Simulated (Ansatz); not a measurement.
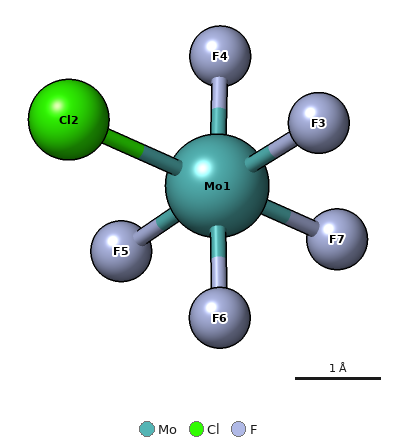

Fig. 1: The structure as given in the input (ball-and-stick view, seen at a tilt; atoms are numbered from 1 in the order of the input). Sticks mark near contacts.

## Molecular dynamics, with input and output: MoClF5 (part 1 of 2)

System: MoClF5.
Method: RKS B3LYP/def2-SVP (Ansatz 0.2.0).

One setting was made poor on purpose. It belongs to a series of runs on one base structure; here: dynamics from the start. Figures and captions count atoms from 1; the log counts them from 0 in places.

### What the program printed
```
Engine: ansatz 0.2.0, x86_64-unknown-linux-gnu
Functional definition: B3LYP
  parameter a0 = 0.2
  parameter ax = 0.72
  parameter ac = 0.81
  exchange = (1 - a0 - ax)*slater_x + ax*b88_x + a0*exact_x
  correlation = (1 - ac)*vwn_rpa_c + ac*lyp_c
1231 factors; integrals over basis functions are off by at most 2.6e-4 eV
mean field evaluation 1: about -27939.8726 eV, gradient 8.8e1 eV
mean field evaluation 2: about -27755.4805 eV, gradient 3.2e2 eV
mean field evaluation 4: about -27953.4170 eV, gradient 2.5e1 eV
mean field evaluation 8: about -27954.4322 eV, gradient 1.7e-1 eV
mean field evaluation 16: about -27954.5276 eV, gradient 3.6e-4 eV
mean field -27954.52757234 eV, -1027.3099400242 hartree, gradient 5.2e-5 eV, S^2 0.000000; 0 other end points of the search recorded, 0 dependent functions left out
the calculation of the forces begins
reference -27954.52789400 eV, -1027.3099518448 hartree; 38, 38 occupied and 81, 81 virtual orbitals, 1231 factors
md step     0: t =     0.00 fs  T =   428.6 K  F+E_penalty+E_count = -27954.52757234 eV  E_kin = 0.387780 eV  (34 SCF iters)
these checks for a lower state are left out or cut short: starts, cluster_reference, orbital_swaps, neighbouring_geometries, increment
1231 factors; integrals over basis functions are off by at most 2.7e-4 eV
mean field -27954.35063773 eV, -1027.3034377973 hartree, gradient 2.1e-5 eV, S^2 0.000000; 0 other end points of the search recorded, 0 dependent functions left out
[... from here on the field's lines of each further geometry are left out, up to the last ...]
md step     1: t =    12.00 fs  T =   214.4 K  F+E_penalty+E_count = -27954.35063773 eV  E_kin = 0.194038 eV  (37 SCF iters)
md step     2: t =    24.00 fs  T =   208.1 K  F+E_penalty+E_count = -27954.37043104 eV  E_kin = 0.188324 eV  (37 SCF iters)
md step     3: t =    36.00 fs  T =   249.3 K  F+E_penalty+E_count = -27954.31235627 eV  E_kin = 0.225588 eV  (35 SCF iters)
md step     4: t =    48.00 fs  T =   214.0 K  F+E_penalty+E_count = -27954.19419876 eV  E_kin = 0.193606 eV  (43 SCF iters)
md step     5: t =    60.00 fs  T =   379.4 K  F+E_penalty+E_count = -27954.33726067 eV  E_kin = 0.343306 eV  (36 SCF iters)
md step     6: t =    72.00 fs  T =   426.5 K  F+E_penalty+E_count = -27954.14338539 eV  E_kin = 0.385928 eV  (43 SCF iters)
md step     7: t =    84.00 fs  T =   428.2 K  F+E_penalty+E_count = -27954.35799763 eV  E_kin = 0.387432 eV  (43 SCF iters)
md step     8: t =    96.00 fs  T =   323.9 K  F+E_penalty+E_count = -27954.28307459 eV  E_kin = 0.293115 eV  (37 SCF iters)
md step     9: t =   108.00 fs  T =   345.1 K  F+E_penalty+E_count = -27954.36130849 eV  E_kin = 0.312218 eV  (37 SCF iters)
md step    10: t =   120.00 fs  T =   459.1 K  F+E_penalty+E_count = -27954.25980938 eV  E_kin = 0.415374 eV  (36 SCF iters)
md step    11: t =   132.00 fs  T =   510.7 K  F+E_penalty+E_count = -27954.34072093 eV  E_kin = 0.462092 eV  (42 SCF iters)
md step    12: t =   144.00 fs  T =   534.1 K  F+E_penalty+E_count = -27954.30645144 eV  E_kin = 0.483304 eV  (36 SCF iters)
md step    13: t =   156.00 fs  T =   598.1 K  F+E_penalty+E_count = -27954.13818422 eV  E_kin = 0.541169 eV  (37 SCF iters)
md step    14: t =   168.00 fs  T =   451.4 K  F+E_penalty+E_count = -27954.18692868 eV  E_kin = 0.408457 eV  (43 SCF iters)
md step    15: t =   180.00 fs  T =   482.2 K  F+E_penalty+E_count = -27954.13278059 eV  E_kin = 0.436333 eV  (36 SCF iters)
md step    16: t =   192.00 fs  T =   594.8 K  F+E_penalty+E_count = -27954.10388686 eV  E_kin = 0.538159 eV  (43 SCF iters)
md step    17: t =   204.00 fs  T =   563.4 K  F+E_penalty+E_count = -27954.20969084 eV  E_kin = 0.509814 eV  (35 SCF iters)
md step    18: t =   216.00 fs  T =   514.8 K  F+E_penalty+E_count = -27954.25507139 eV  E_kin = 0.465759 eV  (37 SCF iters)
md step    19: t =   228.00 fs  T =   478.5 K  F+E_penalty+E_count = -27954.36544280 eV  E_kin = 0.432934 eV  (37 SCF iters)
md step    20: t =   240.00 fs  T =   335.8 K  F+E_penalty+E_count = -27954.19196204 eV  E_kin = 0.303827 eV  (37 SCF iters)
md step    21: t =   252.00 fs  T =   299.4 K  F+E_penalty+E_count = -27954.18377396 eV  E_kin = 0.270921 eV  (36 SCF iters)
md step    22: t =   264.00 fs  T =   207.5 K  F+E_penalty+E_count = -27954.19735143 eV  E_kin = 0.187736 eV  (37 SCF iters)
md step    23: t =   276.00 fs  T =   296.4 K  F+E_penalty+E_count = -27954.26408036 eV  E_kin = 0.268218 eV  (37 SCF iters)
md step    24: t =   288.00 fs  T =   495.1 K  F+E_penalty+E_count = -27954.15733516 eV  E_kin = 0.447966 eV  (37 SCF iters)
md step    25: t =   300.00 fs  T =   285.8 K  F+E_penalty+E_count = -27954.15963142 eV  E_kin = 0.258598 eV  (36 SCF iters)
md step    26: t =   312.00 fs  T =   424.4 K  F+E_penalty+E_count = -27954.11725632 eV  E_kin = 0.383995 eV  (37 SCF iters)
md step    27: t =   324.00 fs  T =   456.1 K  F+E_penalty+E_count = -27954.40942241 eV  E_kin = 0.412659 eV  (37 SCF iters)
md step    28: t =   336.00 fs  T =   336.1 K  F+E_penalty+E_count = -27954.32502476 eV  E_kin = 0.304074 eV  (41 SCF iters)
md step    29: t =   348.00 fs  T =   309.5 K  F+E_penalty+E_count = -27954.45707220 eV  E_kin = 0.280012 eV  (42 SCF iters)
md step    30: t =   360.00 fs  T =   195.2 K  F+E_penalty+E_count = -27954.33758722 eV  E_kin = 0.176607 eV  (37 SCF iters)
md step    31: t =   372.00 fs  T =   336.2 K  F+E_penalty+E_count = -27954.33408440 eV  E_kin = 0.304171 eV  (37 SCF iters)
md step    32: t =   384.00 fs  T =   269.6 K  F+E_penalty+E_count = -27954.31504960 eV  E_kin = 0.243910 eV  (37 SCF iters)
md step    33: t =   396.00 fs  T =   195.5 K  F+E_penalty+E_count = -27954.29143792 eV  E_kin = 0.176922 eV  (37 SCF iters)
md step    34: t =   408.00 fs  T =   217.1 K  F+E_penalty+E_count = -27954.42378720 eV  E_kin = 0.196460 eV  (38 SCF iters)
md step    35: t =   420.00 fs  T =   325.2 K  F+E_penalty+E_count = -27954.36117002 eV  E_kin = 0.294290 eV  (38 SCF iters)
md step    36: t =   432.00 fs  T =   232.8 K  F+E_penalty+E_count = -27954.18903742 eV  E_kin = 0.210629 eV  (35 SCF iters)
md step    37: t =   444.00 fs  T =   493.8 K  F+E_penalty+E_count = -27954.31438950 eV  E_kin = 0.446814 eV  (36 SCF iters)
md step    38: t =   456.00 fs  T =   388.6 K  F+E_penalty+E_count = -27954.35634072 eV  E_kin = 0.351640 eV  (36 SCF iters)
md step    39: t =   468.00 fs  T =   505.5 K  F+E_penalty+E_count = -27954.38044783 eV  E_kin = 0.457390 eV  (43 SCF iters)
the calculation of the forces begins
reference -27954.20945031 eV, -1027.2982492550 hartree; 38, 38 occupied and 81, 81 virtual orbitals, 1231 factors
1231 factors; integrals over basis functions are off by at most 2.2e-4 eV
mean field -27954.20912821 eV, -1027.2982374183 hartree, gradient 2.4e-5 eV, S^2 0.000000; 1 other end points of the search recorded, 0 dependent functions left out
the calculation of the forces begins
reference -27954.20945031 eV, -1027.2982492550 hartree; 38, 38 occupied and 81, 81 virtual orbitals, 1231 factors
md step    40: t =   480.00 fs  T =   282.2 K  F+E_penalty+E_count = -27954.20912821 eV  E_kin = 0.255371 eV  (36 SCF iters)
```

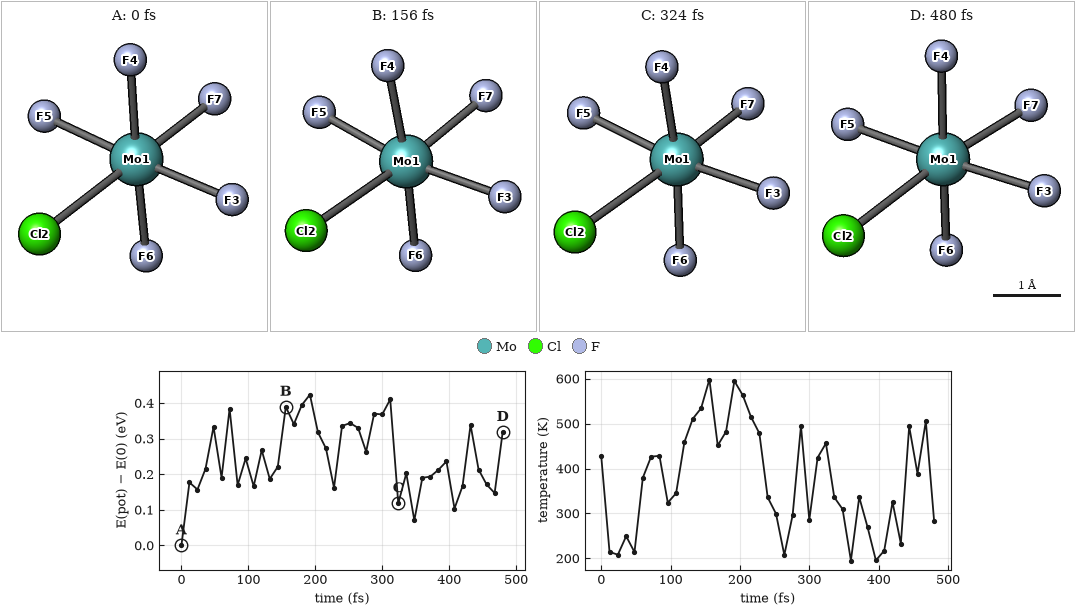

Fig. 2: Frames of the molecular dynamics (ball-and-stick, seen at a tilt) above the curves, on which the letters mark them. The trajectory kept here has 41 frames over 480 fs. The temperature starts at 429 K, ranges from 195 to 598 K and averages 328 K over the second half. The potential energy ends 0.318 eV above its first value. After an unweighted best fit of the last frame on the first, the root-mean-square displacement is 0.12 Å.

```
Total energy: -27954.20945031 eV, -1027.2982492550 hartree
Atom 0 at    -0.047972    -0.209518    -0.340697 Å, force     1.088466     1.642662    -0.400945 eV/Å
Atom 1 at    -0.260622    -0.469416     1.944052 Å, force     0.466000     0.222033    -0.538251 eV/Å
Atom 2 at     1.781829     0.204271    -0.291996 Å, force    -0.958635    -0.749587     0.694996 eV/Å
Atom 3 at    -0.315517     1.636422    -0.302311 Å, force    -0.413176    -1.042942     0.058204 eV/Å
Atom 4 at    -1.836271    -0.584990    -0.473915 Å, force    -0.158985     0.770805    -0.390156 eV/Å
Atom 5 at     0.103409    -1.995620    -0.577795 Å, force     0.745021    -0.703964     0.010720 eV/Å
Atom 6 at     0.278341    -0.055148    -2.172058 Å, force    -0.768692    -0.139006     0.565432 eV/Å
Dipole moment:    -0.088048    -0.096576     0.271476 e Å
```

### Trajectory as extended XYZ (Å, eV, eV/Å), 29 of the 41 frames kept, from step=0 to step=40
```
7
Properties=species:S:1:pos:R:3:forces:R:3 step=0 time_fs=0.0 energy=-27954.52757 temperature=428.6
Mo    0.0000    0.0000    0.0393    0.0000   0.0000   0.0177
Cl    0.0000    0.0000    2.3162    0.0000   0.0000  -0.0112
F     1.8332    0.0000   -0.0038   -0.0131   0.0000  -0.0016
F     0.0000    1.8332   -0.0038    0.0000  -0.0131  -0.0016
F    -1.8332    0.0000   -0.0038    0.0131   0.0000  -0.0016
F     0.0000   -1.8332   -0.0038    0.0000   0.0131  -0.0016
F     0.0000    0.0000   -1.8003    0.0000   0.0000  -0.0002
7
Properties=species:S:1:pos:R:3:forces:R:3 step=1 time_fs=12.0 energy=-27954.35064 temperature=214.4
Mo   -0.0122   -0.0121    0.0477    2.2770   1.1842   0.3516
Cl    0.0429    0.0203    2.3098   -0.1779   0.0234   0.1829
F     1.9091   -0.0419    0.0905   -1.9860   0.0243  -0.2570
F    -0.0222    1.8049   -0.0941    0.1382   0.4623   0.2527
F    -1.8271    0.0429   -0.0292   -0.4898  -0.0955   0.2210
F    -0.0744   -1.7979   -0.0534   -0.0057  -1.4064  -0.0173
F     0.0239    0.0264   -1.7707    0.2441  -0.1922  -0.7338
7
Properties=species:S:1:pos:R:3:forces:R:3 step=3 time_fs=36.0 energy=-27954.31236 temperature=249.3
Mo    0.0227   -0.0172    0.0598   -3.2539   0.1632  -1.1532
Cl    0.0111    0.0462    2.3235   -0.1570  -0.0832   0.2601
F     1.7647   -0.0846    0.1554    3.3386  -0.0978   0.0744
F    -0.0198    1.8168   -0.1400    0.1669  -0.2831   0.2403
F    -1.8099    0.0246    0.0137   -0.1843  -0.0416   0.0813
F    -0.1005   -1.8428   -0.1701    0.0828   0.2012   0.4939
F     0.1488   -0.0253   -1.7851    0.0069   0.1413   0.0033
7
Properties=species:S:1:pos:R:3:forces:R:3 step=4 time_fs=48.0 energy=-27954.19420 temperature=214.0
Mo   -0.0126   -0.0123    0.0504    2.4013  -1.1949  -1.0577
Cl   -0.0103    0.0261    2.3090   -0.0917  -0.1133   0.2129
F     1.8969   -0.0919    0.1713   -1.7954   0.1660  -0.1856
F    -0.0107    1.7418   -0.1394    0.0487   2.3128  -0.2970
F    -1.8328   -0.0133    0.0231   -0.3679   0.0747  -0.0149
F    -0.0664   -1.7761   -0.2068   -0.0849  -1.8341   0.4211
F     0.1565   -0.0912   -1.8327   -0.1101   0.5887   0.9212
7
Properties=species:S:1:pos:R:3:forces:R:3 step=6 time_fs=72.0 energy=-27954.14338 temperature=426.5
Mo    0.0042   -0.0550   -0.0314   -1.5591   0.1086   0.8704
Cl    0.0028   -0.0292    2.3011   -0.1060   0.0401  -0.7104
F     1.7443   -0.1344    0.0411    3.4451  -0.1308   0.2475
F     0.0111    1.8317   -0.2255   -0.0973  -1.5784   0.4298
F    -1.7772   -0.1228   -0.0698   -1.7431   0.1681   0.0105
F    -0.0572   -1.9380   -0.1963    0.1401   1.2956   0.4276
F     0.1466   -0.0781   -1.8270   -0.0797   0.0967  -1.2754
7
Properties=species:S:1:pos:R:3:forces:R:3 step=7 time_fs=84.0 energy=-27954.35800 temperature=428.2
Mo   -0.0005   -0.0739   -0.0626    1.3485  -2.3180   0.7750
Cl    0.0290   -0.0621    2.2801   -0.1702   0.1824  -0.9875
F     1.8727   -0.1891   -0.0015   -1.1981   0.0698  -0.0897
F     0.0508    1.7206   -0.2218   -0.2140   0.8549   0.2816
F    -1.8209   -0.2166   -0.1507   -0.0108   0.5013   0.0851
F    -0.0646   -1.9413   -0.1024    0.3034   0.8862  -0.0253
F     0.1339   -0.0722   -1.8927   -0.0588  -0.1765  -0.0392
7
Properties=species:S:1:pos:R:3:forces:R:3 step=9 time_fs=108.0 energy=-27954.36131 temperature=345.1
Mo    0.0101   -0.1625   -0.0817   -1.1354   0.1279  -0.1952
Cl    0.0466   -0.0921    2.1690   -0.4179   0.1291   0.5024
F     1.7941   -0.2111   -0.0349    1.6780  -0.1772  -0.4002
F     0.0792    1.7008   -0.1273   -0.3562  -0.7876   0.0230
F    -1.8011   -0.3588   -0.2506   -0.2417   0.4267   0.3026
F     0.0268   -2.0123   -0.0293    0.2267   0.3452  -0.1869
F     0.0386   -0.1151   -1.9204    0.2466  -0.0640  -0.0457
7
Properties=species:S:1:pos:R:3:forces:R:3 step=10 time_fs=120.0 energy=-27954.25981 temperature=459.1
Mo   -0.0143   -0.1874   -0.1105    3.0458  -0.9144   1.2794
Cl    0.0070   -0.0638    2.1264   -0.2960  -0.1070   0.7468
F     1.8402   -0.1839   -0.0803   -0.4386  -0.1263  -0.3351
F    -0.0161    1.6697   -0.0890   -0.2221  -0.5761  -0.2699
F    -1.7602   -0.3684   -0.2825   -2.4592  -0.0101   0.0778
F     0.0581   -2.0913   -0.0477    0.0564   1.6914  -0.1495
F     0.0344   -0.1247   -1.9076    0.3136   0.0426  -1.3496
7
Properties=species:S:1:pos:R:3:forces:R:3 step=11 time_fs=132.0 energy=-27954.34072 temperature=510.7
Mo   -0.0083   -0.2285   -0.1117   -0.3320   0.1543  -2.0561
Cl   -0.0542   -0.0168    2.1315   -0.0180  -0.4413   0.2687
F     1.8514   -0.1221   -0.1628   -0.9708  -0.1716   0.0955
F    -0.1542    1.5988   -0.0946   -0.0525   0.0203  -0.4282
F    -1.8746   -0.4012   -0.2941    1.4114   0.1843   0.2155
F     0.0740   -2.0641   -0.1168    0.0912   0.3405   0.1367
F     0.0822   -0.1424   -2.0189   -0.1293  -0.0865   1.7679
7
Properties=species:S:1:pos:R:3:forces:R:3 step=13 time_fs=156.0 energy=-27954.13818 temperature=598.1
Mo   -0.0657   -0.2318   -0.1703    1.8468  -0.9710   2.1894
Cl   -0.1451    0.0434    2.1662    0.2761  -0.5962  -0.7833
F     1.7318    0.0681   -0.2650    0.4646   0.0257   0.4600
F    -0.4671    1.5190   -0.1845    0.2504   1.6768  -0.2390
F    -1.8191   -0.3878   -0.3053   -2.5022  -0.9994  -0.2164
F     0.1421   -2.0892   -0.1906   -0.1806   1.0001   0.2359
F     0.0542   -0.1338   -1.9556   -0.1552  -0.1360  -1.6466
```
